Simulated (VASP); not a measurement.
Shape and ions are relaxed at each volume.

Energy against volume of BN (wurtzite). The numbers are results of optB86b-vdW, VASP's PBE PAW potentials (set 64) (plane waves; VASP), not measurements.

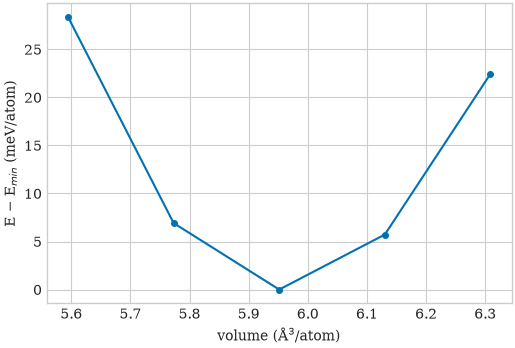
Fig. 1. Energy against volume

Question: Estimate the equilibrium volume and the bulk modulus.

Answer: The minimum lies near 6.0 Å³/atom, and the curvature gives B0 of about 380 GPa.

Measured: bulk modulus 375 GPa (computed value off by +0.4 %), as given by Equation of state of wurtzitic boron nitride to 66 GPa, Appl. Phys. Lett., doi 10.1063/1.121186. The calculation is for a static lattice, while the measured bulk modulus holds thermal and zero-point effects, which are part of the difference.

The compound is BN in the wurtzite structure, a metastable high-pressure form. It was relaxed first.
